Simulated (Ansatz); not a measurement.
# Si3H8 (trisilane) at 5 levels

Wanted: a comparison of 5 runs (HF/3-21G, B2PLYP/6-31G*, r2SCAN/6-31G*, RPA@PBE/6-31G*, RPA@PBE0/6-31G*) of Si3H8 (trisilane). 

The calculation is run with Ansatz 0.2.0.

34 further runs of the same task are left out: 34 set aside as unsound or not needed.

## (1) Starting point

The species is Si3H8 (11 atoms), meant as a singlet with charge 0. SMILES: `[SiH3][SiH2][SiH3]`. The Si1–Si2 distance was set to 2.689 Å, away from the relaxed value.

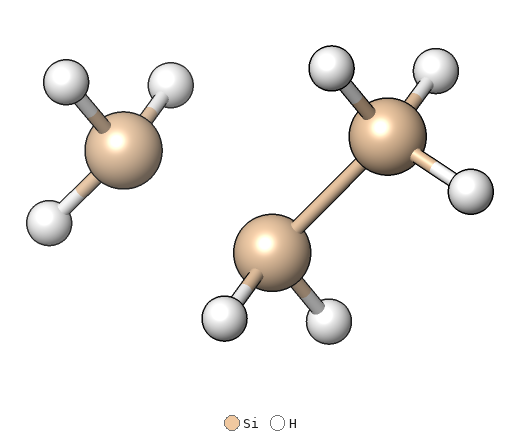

The structure, seen from a chosen angle (silicon light orange, hydrogen white).

## (2) A single-point energy at HF/3-21G (run 1)

Input file in.yaml:

```yaml
basis:
  gaussian:
    orbitals: 3-21G.json
crystal:
  periodic: [false, false, false]
  atoms:
    - {symbol: Si, position_ang: [-1.417083, 1.692868, -0.559616]}
    - {symbol: Si, position_ang: [-0.462570, -0.807300, -0.296320]}
    - {symbol: Si, position_ang: [1.631930, -0.774400, 0.742750]}
    - {symbol: H, position_ang: [-2.750363, 1.693858, -1.219466]}
    - {symbol: H, position_ang: [-0.478543, 2.506578, -1.378416]}
    - {symbol: H, position_ang: [-1.547053, 2.326228, 0.780294]}
    - {symbol: H, position_ang: [-0.343400, -1.440160, -1.640160]}
    - {symbol: H, position_ang: [-1.410380, -1.620800, 0.516390]}
    - {symbol: H, position_ang: [1.515950, -0.154940, 2.090430]}
    - {symbol: H, position_ang: [2.583820, 0.031780, -0.068050]}
    - {symbol: H, position_ang: [2.179610, -2.149160, 0.894770]}
hamiltonian:
  xc: hf
accuracy: high
output: {orbitals: {seedname: orbitals}}
```

The basis set 3-21G is read from a file made from the Basis Set Exchange's data (not shown).

Launch:

```console
$ ansatz run in.yaml --threads 1 --pin off --max-ram 3480MiB --events-out events.jsonl --progress --plain --runs-dir runs
```

The program printed:

```text
Warning: RAYON_NUM_THREADS=1 ignored (pool sized by the plan → 1); use --threads N
Functional definition: HF
  name "HF"
  exchange = exact_x
  correlation = 0
1286 factors; integrals over basis functions are off by at most 5.2e-9 eV
mean field evaluation 1: about -23585.7863 eV, gradient 1.1e1 eV
mean field evaluation 2: about -23585.7862 eV, gradient 1.1e1 eV
mean field evaluation 4: about -23586.4891 eV, gradient 3.6e-1 eV
mean field evaluation 8: about -23586.4898 eV, gradient 6.0e-7 eV
mean field -23586.48983964 eV, -866.7875141096 hartree, gradient 1.4e-8 eV, S^2 0.000000; 0 other end points of the search recorded, 0 dependent functions left out
reference -23586.48983964 eV, -866.7875141096 hartree; 25, 25 occupied and 30, 30 virtual orbitals, 1286 factors
Total energy: -23586.48983964 eV, -866.7875141096 hartree
```

It took 0.42 s on 1 thread of AMD EPYC 9R45 (Zen 5), shared host; peak memory 0.13 GiB.

## (3) The energy at B2PLYP/6-31G(d) (spherical functions) (run 2)

Input file input.yaml:

```yaml
crystal:
  periodic: [false, false, false]
  atoms:
    - symbol: Si
      position_ang: [-1.417083, 1.692868, -0.559616]
    - symbol: Si
      position_ang: [-0.462570, -0.807300, -0.296320]
    - symbol: Si
      position_ang: [1.631930, -0.774400, 0.742750]
    - symbol: H
      position_ang: [-2.750363, 1.693858, -1.219466]
    - symbol: H
      position_ang: [-0.478543, 2.506578, -1.378416]
    - symbol: H
      position_ang: [-1.547053, 2.326228, 0.780294]
    - symbol: H
      position_ang: [-0.343400, -1.440160, -1.640160]
    - symbol: H
      position_ang: [-1.410380, -1.620800, 0.516390]
    - symbol: H
      position_ang: [1.515950, -0.154940, 2.090430]
    - symbol: H
      position_ang: [2.583820, 0.031780, -0.068050]
    - symbol: H
      position_ang: [2.179610, -2.149160, 0.894770]
basis:
  gaussian:
    orbitals: 6-31G_st_-spherical.json
hamiltonian:
  xc: {name: B2PLYP}
correlation:
  frozen_orbitals: {H: 0, Si: 5}
accuracy: high
output:
  orbitals: {seedname: orbitals}
```

The basis set 6-31G* is read from a file made from the Basis Set Exchange's data (not shown).

Launch:

```console
$ ansatz run input.yaml --threads 1 --pin off --max-ram 3480MiB --events-out events.jsonl --progress --plain --runs-dir runs
```

The program printed, cut to the lines that bear on the results:

```text
Warning: RAYON_NUM_THREADS=1 ignored (pool sized by the plan → 1); use --threads N
Functional definition: B2PLYP
  name "B2PLYP"
[...]
1609 factors; integrals over basis functions are off by at most 3.8e-9 eV
[...]
mean field -23746.99510943 eV, -872.6859739802 hartree, gradient 2.4e-8 eV, S^2 0.000000; 0 other end points of the search recorded, 0 dependent functions left out
15 core orbitals not correlated: weight in the atoms' cores, before any rotation towards them, 1.000 or more for the frozen orbitals, at most 0.000 for the correlated occupied ones
reference -23746.99514246 eV, -872.6859751940 hartree; 10, 10 occupied and 45, 45 virtual orbitals, 1609 factors
second order -8.24556024 eV of doubles, -0.00000000 eV of singles
Total energy: -23749.22144373 eV, -872.7677902565 hartree
```

Wall time 5.1 s (1 thread of AMD EPYC 9R45 (Zen 5), shared host); peak memory 0.25 GiB.

## (4) A single-point energy at r2SCAN/6-31G(d) (spherical functions) (run 3)

Input file input.yaml:

```yaml
crystal:
  periodic: [false, false, false]
  atoms:
    - {symbol: Si, position_ang: [-1.417083, 1.692868, -0.559616]}
    - {symbol: Si, position_ang: [-0.462570, -0.807300, -0.296320]}
    - {symbol: Si, position_ang: [1.631930, -0.774400, 0.742750]}
    - {symbol: H, position_ang: [-2.750363, 1.693858, -1.219466]}
    - {symbol: H, position_ang: [-0.478543, 2.506578, -1.378416]}
    - {symbol: H, position_ang: [-1.547053, 2.326228, 0.780294]}
    - {symbol: H, position_ang: [-0.343400, -1.440160, -1.640160]}
    - {symbol: H, position_ang: [-1.410380, -1.620800, 0.516390]}
    - {symbol: H, position_ang: [1.515950, -0.154940, 2.090430]}
    - {symbol: H, position_ang: [2.583820, 0.031780, -0.068050]}
    - {symbol: H, position_ang: [2.179610, -2.149160, 0.894770]}
basis:
  gaussian: {orbitals: 6-31G_st_-spherical.json}
accuracy: high
hamiltonian: {xc: r2scan}
output: {orbitals: {seedname: orbitals}}
```

The basis set 6-31G* is read from a file made from the Basis Set Exchange's data (not shown).

Launch:

```console
$ ansatz run input.yaml --threads 1 --pin off --max-ram 3480MiB --events-out events.jsonl --progress --plain --runs-dir runs
```

The program printed:

```text
Warning: RAYON_NUM_THREADS=1 ignored (pool sized by the plan → 1); use --threads N
Functional definition: r2SCAN
  name "r2SCAN"
  parameter k0 = 0.174
  parameter k1 = 0.065
  parameter a1 = 4.9479
  exchange = r2scan_x(k0 = k0, k1 = k1, a1 = a1)
  correlation = r2scan_c
1609 factors; integrals over basis functions are off by at most 3.8e-9 eV
mean field evaluation 1: about -23757.8419 eV, gradient 1.1e1 eV
mean field evaluation 2: about -23758.3754 eV, gradient 5.1e0 eV
mean field evaluation 4: about -23758.4806 eV, gradient 4.2e-1 eV
mean field evaluation 8: about -23758.4577 eV, gradient 2.5e-2 eV
mean field evaluation 16: about -23758.4577 eV, gradient 9.8e-7 eV
mean field -23758.45774409 eV, -873.1072180342 hartree, gradient 2.7e-8 eV, S^2 0.000000; 0 other end points of the search recorded, 0 dependent functions left out
reference -23758.45774518 eV, -873.1072180742 hartree; 25, 25 occupied and 45, 45 virtual orbitals, 1609 factors
Total energy: -23758.45774518 eV, -873.1072180742 hartree
```

It took 4.8 s on 1 thread of AMD EPYC 9R45 (Zen 5), shared host; peak memory 0.27 GiB.

Run 4 isn't shown in full; the table further down has it.

## (5) A single-point energy at RPA@PBE0/6-31G(d) (spherical functions) (run 5)

Input file molecule.yaml:

```yaml
crystal:
  periodic: [false, false, false]
  atoms:
    - {symbol: Si, position_ang: [-1.417083, 1.692868, -0.559616]}
    - {symbol: Si, position_ang: [-0.462570, -0.807300, -0.296320]}
    - {symbol: Si, position_ang: [1.631930, -0.774400, 0.742750]}
    - {symbol: H, position_ang: [-2.750363, 1.693858, -1.219466]}
    - {symbol: H, position_ang: [-0.478543, 2.506578, -1.378416]}
    - {symbol: H, position_ang: [-1.547053, 2.326228, 0.780294]}
    - {symbol: H, position_ang: [-0.343400, -1.440160, -1.640160]}
    - {symbol: H, position_ang: [-1.410380, -1.620800, 0.516390]}
    - {symbol: H, position_ang: [1.515950, -0.154940, 2.090430]}
    - {symbol: H, position_ang: [2.583820, 0.031780, -0.068050]}
    - {symbol: H, position_ang: [2.179610, -2.149160, 0.894770]}
basis:
  gaussian:
    orbitals: 6-31G_st_-spherical.json
hamiltonian:
  xc: {name: PBE0}
correlation:
  method: rpa
  frozen_orbitals: {H: 0, Si: 5}
accuracy: high
```

The basis set 6-31G* is read from a file made from the Basis Set Exchange's data (not shown).

Launch:

```console
$ ansatz run molecule.yaml --threads 1 --pin off --max-ram 3480MiB --events-out events.jsonl --progress --plain --runs-dir runs
```

The program printed, cut to the lines that bear on the results:

```text
Warning: RAYON_NUM_THREADS=1 ignored (pool sized by the plan → 1); use --threads N
Functional definition: PBE0
  name "PBE0"
[...]
1609 factors; integrals over basis functions are off by at most 3.8e-9 eV
[...]
mean field -23750.66035778 eV, -872.8206693728 hartree, gradient 4.8e-8 eV, S^2 0.000000; 0 other end points of the search recorded, 0 dependent functions left out
15 core orbitals not correlated: weight in the atoms' cores, before any rotation towards them, 1.000 or more for the frozen orbitals, at most 0.000 for the correlated occupied ones
reference -23710.57647987 eV, -871.3476140294 hartree; 10, 10 occupied and 45, 45 virtual orbitals, 1609 factors
Total energy: -23722.70299129 eV, -871.7932551041 hartree
```

Run time: 5.1 s. Hardware: 1 thread of AMD EPYC 9R45 (Zen 5), shared host; peak memory 0.24 GiB.

## (6) Overview of the runs

```csv
run,level,frozen core orbitals,energy (Eh),HOMO energy (eV),LUMO energy (eV),HOMO–LUMO gap (eV),wall time
1,HF/3-21G,–,-866.787514,-9.89,2.37,12.26,0.42 s
2,B2PLYP/6-31G* (spherical functions),15,-872.767790,-8.35,0.60,8.95,5.1 s
3,r2SCAN/6-31G* (spherical functions),–,-873.107218,-6.84,-1.17,5.67,4.8 s
4,RPA@PBE/6-31G* (spherical functions),15,-871.841103,–,–,–,4.5 s
5,RPA@PBE0/6-31G* (spherical functions),15,-871.793255,–,–,–,5.1 s
```

## (7) Results

| quantity | value |
| --- | --- |
| run 5: total energy | -871.79326 Eh |
| run 5: RPA correlation energy (valence) | -445.6 mEh |

Over runs 1, 2, 3 the HOMO–LUMO gap runs from 5.67 eV (r2SCAN/6-31G*) to 12.26 eV (HF/3-21G). The two ends differ in method and basis. Totals of different functionals can't be ranked against each other. All runs together took 20 s, the longest 5.1 s.
